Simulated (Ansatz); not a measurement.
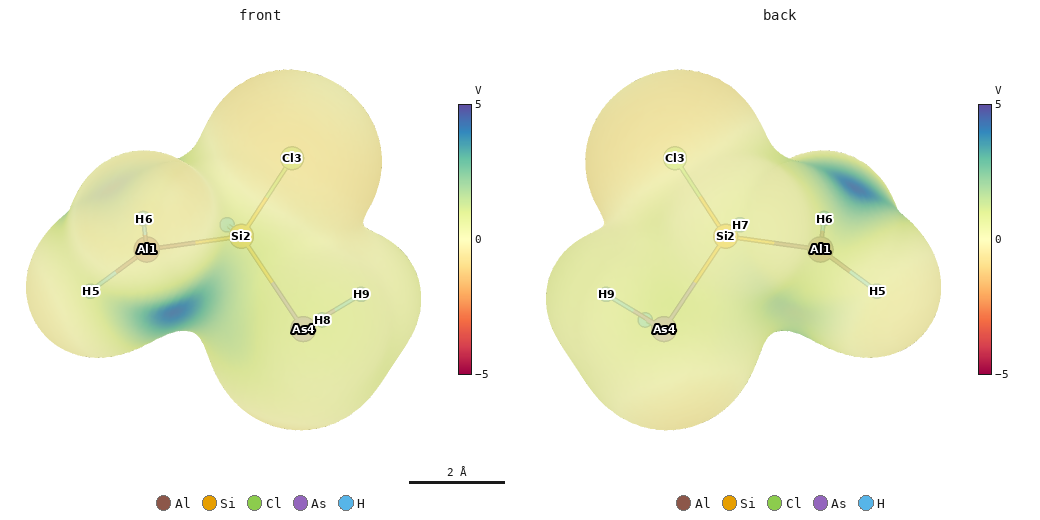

*AlAsClH₅Si (SMILES [AlH2][SiH](Cl)[AsH2]). The electrostatic potential painted on the density surface at 0.002 e/bohr³, seen from the front and from behind; the colour scale runs from red (negative) to blue (positive).*

Geometry: PBE0-D4/def2-TZVP.

Theory: RKS PBE0-D4/def2-TZVPP (Ansatz).

```xyz
9

Al   -1.2805    1.5867    0.3273
Si    0.6560    0.2145   -0.3074
Cl    2.1135    0.3104    1.1728
As   -0.0015   -2.0167   -0.7668
H    -2.3074    2.0434   -0.7943
H    -1.5192    1.9640    1.8480
H     1.3165    0.6789   -1.5600
H    -0.3122   -2.2950    0.6972
H     1.4234   -2.5325   -0.6339
```

### Which sites attract a positive test charge, and which a negative one?

A positive charge is drawn to the negative regions and a negative charge to the positive ones. The most negative region (about −0.5 V) lies over Cl3, the most positive (about +4.1 V) over Al1.
